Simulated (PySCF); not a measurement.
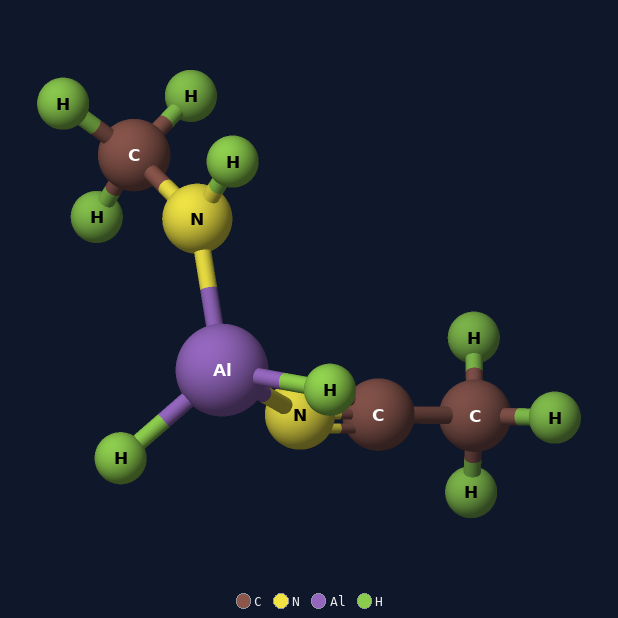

A ball-and-stick model of a molecule.

The computed structure is the end point of a GFN2-xTB optimisation. No frequency run is at hand to confirm it as a minimum.

Question: What is the molecular formula?

Answer: C₃H₉AlN₂, 15 atoms: 3 carbon, 9 hydrogen, 1 aluminium and 2 nitrogen.

Question: Give a SMILES string for it.

Answer: CC#[N+][AlH2-][NH]C

Question: How many bonds of each kind are drawn?

Answer: 6 C–H, 2 C–N, 2 Al–N, 2 Al–H, 1 C–C, 1 N–H.

The parts below concern this one geometry. Atoms keep their numbers from picture to picture.

## Geometry

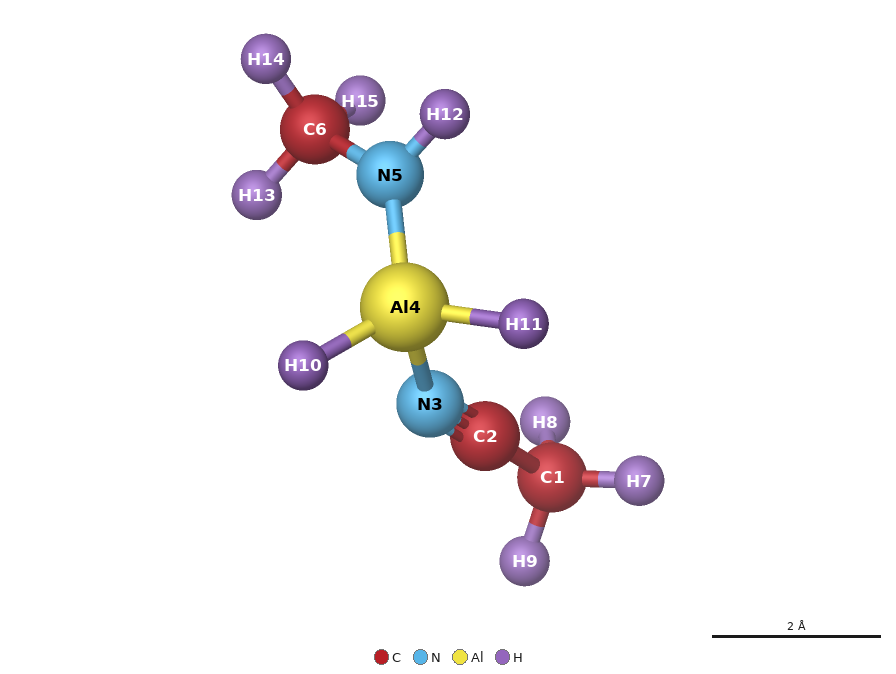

Numbered structure. No frequency run is at hand to confirm it as a minimum.

Estimate the angles C1–C2–N3, C2–C1–H7, C2–C1–H8, C2–C1–H9, C2–N3–Al4, N3–Al4–N5, N3–Al4–H11, Al4–N5–C6, Al4–N5–H12, N5–Al4–H11, N5–C6–H13, N5–C6–H14.

| angle | degrees |
| --- | --- |
| C1–C2–N3 | 179.2 |
| C2–C1–H7 | 109.1 |
| C2–C1–H8 | 109.6 |
| C2–C1–H9 | 110.0 |
| C2–N3–Al4 | 151.9 |
| N3–Al4–N5 | 98.1 |
| N3–Al4–H11 | 96.2 |
| Al4–N5–C6 | 135.5 |
| Al4–N5–H12 | 115.3 |
| N5–Al4–H11 | 112.8 |
| N5–C6–H13 | 108.6 |
| N5–C6–H14 | 112.0 |

## Dipole moment

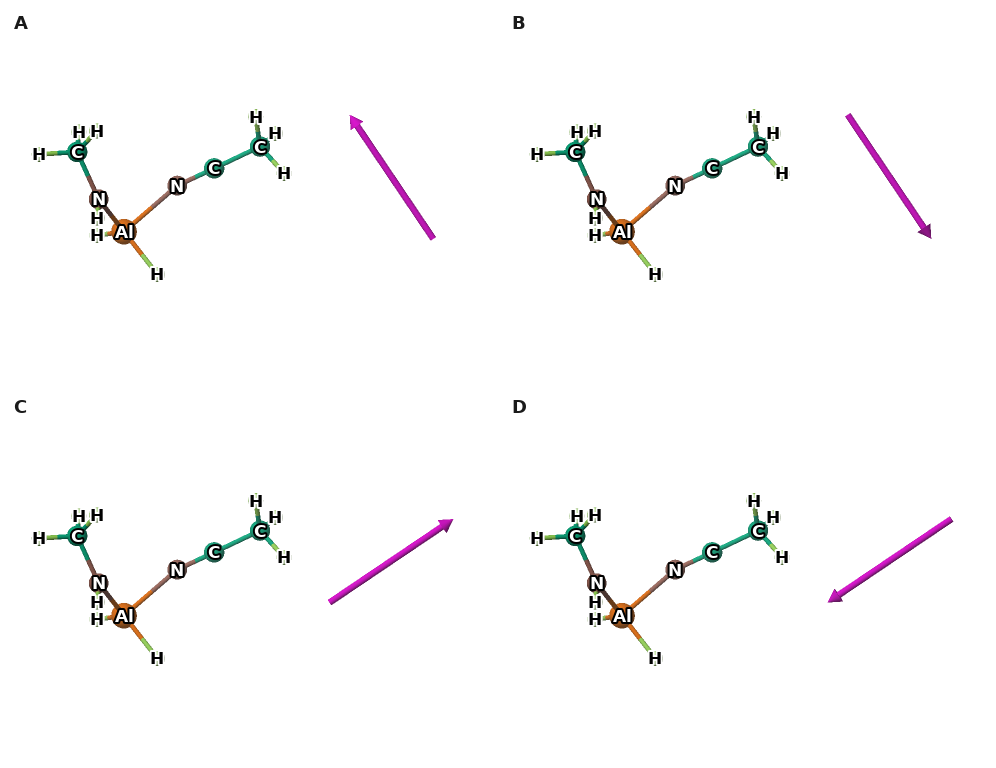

The same molecule four times, each with an arrow. No frequency run is at hand to confirm it as a minimum. Level of theory: ωB97X-D/def2-SVPD, gas phase (PySCF 2.14.0).

Question: Which arrow points along the dipole moment, from the negative to the positive end?

Answer: C. The dipole moment is 7.82 D.

## Polarisability

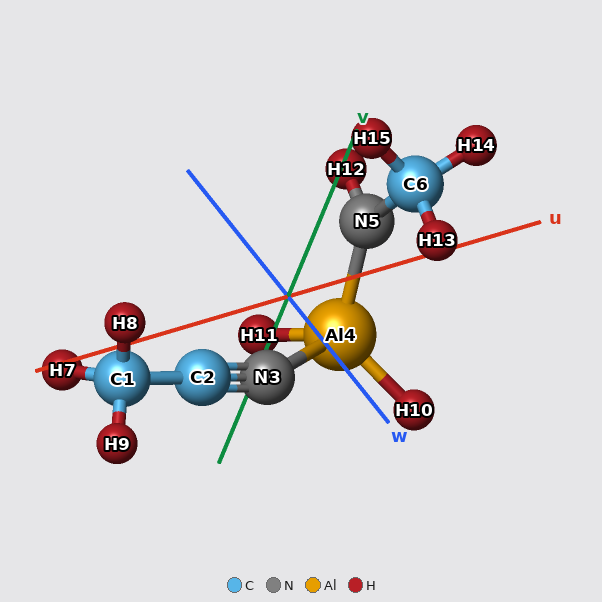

The lines u, v and w are the principal axes of the static dipole polarisability. No frequency run is at hand to confirm it as a minimum. Method: ωB97X-D/def2-SVPD (PySCF 2.14.0).

Question: Along which axis is the molecule most polarisable, and along which least?

Answer: Most along u, least along w.

Question: Give the three principal values.

Answer: u 96.4, v 79.1, w 68.6 bohr³; mean 81.3, anisotropy 24.3 bohr³.

## Excitation

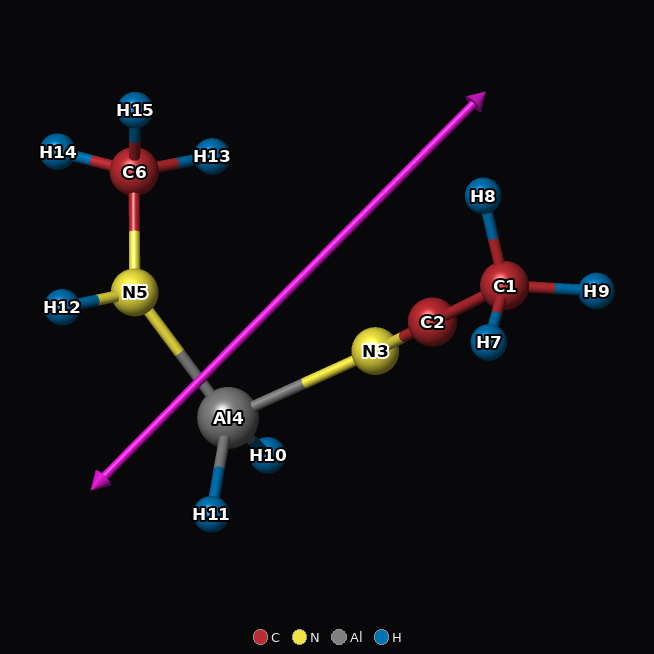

The double arrow shows the direction of the transition dipole to excited singlet state 5 (its length means nothing). No frequency run is at hand to confirm it as a minimum. Method: TDDFT ωB97X-D/def2-SVPD, vertical, gas phase, core orbitals frozen in the response (PySCF 2.14.0).

Question: Give its energy, strength and character.

Answer: 6.00 eV (207 nm), oscillator strength 0.016, mainly HOMO−1 → LUMO+1 (weight 0.59); transition dipole 0.84 D.

The geometry is semi-empirical. Around Al such bond lengths and angles can be off by a tenth of an ångström or more and by several degrees, and values that hang on the shape move with them.
